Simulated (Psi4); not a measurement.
# [OF2]+ (SMILES F[O+]F) at UCCSD/cc-pVTZ

Aim: the vertical doublet–quartet gap of [OF2]+ at UCCSD/cc-pVTZ, from 2 runs. 

Program for the calculation: Psi4 1.11.

10 further runs of the same task are left out: 9 that didn't finish, 1 set aside as unsound or not needed.

## 1. The molecule

[OF2]+: 3 atoms, total charge +1, spin state doublet. As SMILES, `F[O+]F`. Geometry: relaxed at PBE0-D4/def2-TZVP.

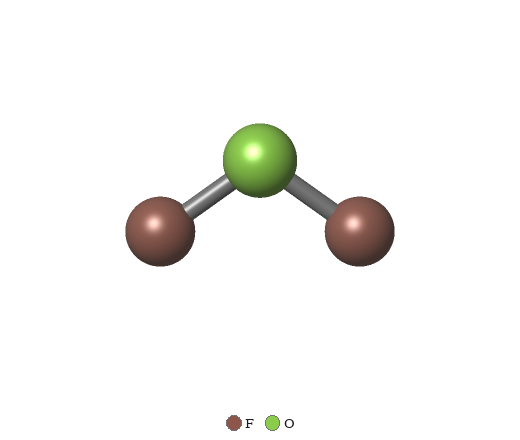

Viewed from a chosen angle; fluorine brown, oxygen green.

## 2. A single-point energy at UCCSD/cc-pVTZ

Input file f2o.json:

```json
{
  "schema_name": "qcschema_input",
  "schema_version": 1,
  "molecule": {
    "schema_name": "qcschema_molecule",
    "schema_version": 2,
    "symbols": ["F", "O", "F"],
    "geometry": [1.73892598, -0.58394427, 0.89461524, 0.00120942, 0.95470854, 0.10520105, -1.7401354, -0.37074537, -0.9998352],
    "molecular_charge": 1,
    "molecular_multiplicity": 2,
    "fix_symmetry": "c1"
  },
  "driver": "energy",
  "model": {
    "method": "ccsd",
    "basis": "cc-pVTZ"
  },
  "keywords": {
    "reference": "uhf",
    "puream": true,
    "e_convergence": 1e-09,
    "d_convergence": 1e-08,
    "scf_type": "pk",
    "num_frozen_docc": 3,
    "maxiter": 100
  }
}
```

The run is started by

```
$ psi4 --qcschema f2o.json -n 1 --memory 2200MB
```

stdout:

```text
[...]
  Running in c1 symmetry.
[...]
  Nuclear repulsion =   79.155290790406781
[...]
  Multiplicity = 2
[...]
  Nalpha       = 13
  Nbeta        = 12
[...]
    Number of basis functions: 90
[...]
   @UHF iter   1:  -272.86991142142580    2.71886e-01   8.61670e-03 DIIS/ADIIS
[...]
   @UHF iter  18:  -273.11229680303404   -4.32010e-12   6.12508e-09 DIIS
[...]
   @S^2 Observed:                7.894135239E-01
[...]
    Orbital Energies [Eh]
    ---------------------
    Alpha Occupied:
       1A    -26.819397     2A    -26.819371     3A    -21.351995
       4A     -2.279599     5A     -2.067904     6A     -1.718302
       7A     -1.354120     8A     -1.268523     9A     -1.258100
      10A     -1.134077    11A     -1.075518    12A     -1.060698
      13A     -1.037539
    Alpha Virtual:
      14A     -0.188417    15A     -0.134903    16A      0.352499
      17A      0.357152    18A      0.360889    19A      0.530711
      20A      0.577785    21A      0.603803    22A      0.640704
      23A      0.640754    24A      0.670816    25A      0.769995
[...]
  @UHF Final Energy:  -273.11229680303404
   => Energetics <=
    Nuclear Repulsion Energy =             79.1552907904067808
    One-Electron Energy =                -527.6437162707295556
    Two-Electron Energy =                 175.3761286772887900
    Total Energy =                       -273.1122968030340417
  UHF NO Occupations:
  HONO-2 :   11  A 1.9924361
  HONO-1 :   12  A 1.9909015
[...]
 Multipole Moments:
 ------------------------------------------------------------------------------------
     Multipole            Electronic (a.u.)      Nuclear  (a.u.)        Total (a.u.)
 ------------------------------------------------------------------------------------
 L = 1.  Multiply by 2.5417464519 to convert [e a0] to [Debye]
 Dipole X            :         -0.0046394            0.0231422            0.0185028
 Dipole Y            :         -0.0857558            0.4280823            0.3423265
 Dipole Z            :         -0.0000000            0.0000000           -0.0000000
 Magnitude           :                                                    0.3428262
[...]
      * MP2 total energy                      = -273.822192424474281
[...]
      * CCSD total energy                     = -273.843676709964598
[...]
```

The result, in JSON:

```text
{
 "driver": "energy",
 "model": {
  "method": "ccsd",
  "basis": "cc-pVTZ"
 },
 "success": true,
 "return_result": -273.8436767099646,
 "properties": {
  "calcinfo_nbasis": 90,
  "calcinfo_nmo": 90,
  "calcinfo_nalpha": 13,
  "calcinfo_nbeta": 12,
  "calcinfo_natom": 3,
  "nuclear_repulsion_energy": 79.15529079040678,
  "return_energy": -273.8436767099646,
  "scf_one_electron_energy": -527.6437162707296,
  "scf_two_electron_energy": 175.3761286772888,
  "scf_dipole_moment": [0.01850279068412783, 0.34232650712221335, -2.022565980422077e-15],
  "scf_total_energy": -273.11229680303404,
  "scf_iterations": 18,
  "mp2_same_spin_correlation_energy": -0.1861810073689058,
  "mp2_opposite_spin_correlation_energy": -0.5237146140722545,
  "mp2_singles_energy": -3.3444921179724057e-28,
  "mp2_doubles_energy": -0.7098956214411603,
  "mp2_correlation_energy": -0.7098956214411603,
  "mp2_total_energy": -273.8221924244743,
  "ccsd_same_spin_correlation_energy": -0.16806380173332913,
  "ccsd_opposite_spin_correlation_energy": -0.5633161051981636,
  "ccsd_singles_energy": 9.351258562696858e-17,
  "ccsd_doubles_energy": -0.7313799069314927,
  "ccsd_correlation_energy": -0.7313799069314926,
  "ccsd_total_energy": -273.8436767099646,
  "ccsd_iterations": 22
 }
}
```

Run time: 1.7 min. Hardware: 1 thread of Intel Xeon at 2.60GHz (Ice Lake), shared host; peak memory 0.79 GiB.

## 3. The quartet, same level

Input file f2o.xyz:

```xyz
3
F2O
F      0.920200    -0.309010     0.473410
O      0.000640     0.505210     0.055670
F     -0.920840    -0.196190    -0.529090
```

Input file job.py:

```python
import psi4

psi4.set_memory(2200000000)
psi4.set_num_threads(1)
psi4.set_output_file('output.dat', False)

with open('f2o.xyz') as f:
    atoms = ''.join(f.readlines()[2:])
molecule = psi4.geometry('1 4\n' + atoms + 'symmetry c1')

psi4.set_options({
    'basis': 'cc-pVTZ',
    'reference': 'uhf',
    'puream': True,
    'e_convergence': 1e-09,
    'd_convergence': 1e-08,
    'scf_type': 'pk',
    'num_frozen_docc': 3,
    'maxiter': 100,
})

e, wfn = psi4.energy('ccsd', molecule=molecule, return_wfn=True)
print(f'total energy {e:.8f} hartree = {e * 27.211386:.5f} eV')
```

The run is started by

```
$ python job.py
```

output.dat:

```text
[...]
  Running in c1 symmetry.
[...]
  Nuclear repulsion =   79.155290775448890
[...]
  Multiplicity = 4
[...]
  Nalpha       = 14
  Nbeta        = 11
[...]
    Number of basis functions: 90
[...]
   @UHF iter   1:  -272.62766445880379    5.14133e-01   7.39844e-03 ADIIS/DIIS
[...]
   @UHF iter  20:  -272.85210024864114   -2.72848e-12   7.60211e-09 DIIS
[...]
   @S^2 Observed:                3.900503458E+00
[...]
    Orbital Energies [Eh]
    ---------------------
    Alpha Occupied:
       1A    -26.801869     2A    -26.801817     3A    -21.312182
       4A     -2.313317     5A     -2.122692     6A     -1.780223
       7A     -1.367246     8A     -1.348890     9A     -1.335615
      10A     -1.147509    11A     -1.136504    12A     -1.122695
      13A     -1.044987    14A     -0.797824
    Alpha Virtual:
      15A     -0.184803    16A      0.312664    17A      0.353561
      18A      0.357233    19A      0.514322    20A      0.566451
      21A      0.583002    22A      0.640248    23A      0.644821
      24A      0.664618    25A      0.763549    26A      1.141306
[...]
  @UHF Final Energy:  -272.85210024864114
   => Energetics <=
    Nuclear Repulsion Energy =             79.1552907754488899
    One-Electron Energy =                -527.9000439076180555
    Two-Electron Energy =                 175.8926528835280578
    Total Energy =                       -272.8521002486411362
  UHF NO Occupations:
  HONO-2 :   12  A 1.0000000
  HONO-1 :   13  A 1.0000000
[...]
 Multipole Moments:
 ------------------------------------------------------------------------------------
     Multipole            Electronic (a.u.)      Nuclear  (a.u.)        Total (a.u.)
 ------------------------------------------------------------------------------------
 L = 1.  Multiply by 2.5417464519 to convert [e a0] to [Debye]
 Dipole X            :          0.0019525            0.0231422            0.0250948
 Dipole Y            :          0.0386495            0.4280823            0.4667317
 Dipole Z            :         -0.0000000            0.0000000           -0.0000000
 Magnitude           :                                                    0.4674059
[...]
      * MP2 total energy                      = -273.527162493900846
[...]
      * CCSD total energy                     = -273.560505844628722
```

On the terminal:

```text
total energy -273.56050584 hartree = -7443.96052 eV
```

It took 1.9 min on 1 thread of Intel Xeon at 2.60GHz (Ice Lake), shared host; peak memory 0.82 GiB.

## 4. Summary of results

Level: UCCSD/cc-pVTZ, 3 core orbitals frozen.

| quantity | value |
| --- | --- |
| doublet: total energy | -273.84368 Eh |
| doublet: HOMO energy (Hartree–Fock orbitals) (highest over α and β) | -28.23 eV |
| doublet: LUMO energy (Hartree–Fock orbitals) (lowest over α and β) | -9.55 eV |
| doublet: correlation energy (3 core orbitals frozen) | -731.4 mEh |
| doublet: ⟨S²⟩ of the reference determinant | 0.789 |
| doublet: T1 diagnostic | 0.059 |
| quartet: total energy | -273.56051 Eh |
| quartet: HOMO energy (Hartree–Fock orbitals) (highest over α and β) | -21.71 eV |
| quartet: LUMO energy (Hartree–Fock orbitals) (lowest over α and β) | -12.44 eV |
| quartet: correlation energy (3 core orbitals frozen) | -708.4 mEh |
| quartet: ⟨S²⟩ of the reference determinant | 3.901 |
| quartet: T1 diagnostic | 0.066 |
| vertical energy of the quartet above the doublet | 7.705 eV |

In words: At this shape the quartet lies 7.71 eV (178 kcal/mol) above the doublet. The T1 diagnostic (doublet) of 0.059 is above the customary mark for such species, so a single reference may not serve. ⟨S²⟩ (quartet) is 3.90 where a pure quartet has 3.75: the reference is spin-contaminated. The T1 diagnostic (quartet) of 0.066 is above the customary mark for such species, so a single reference may not serve.
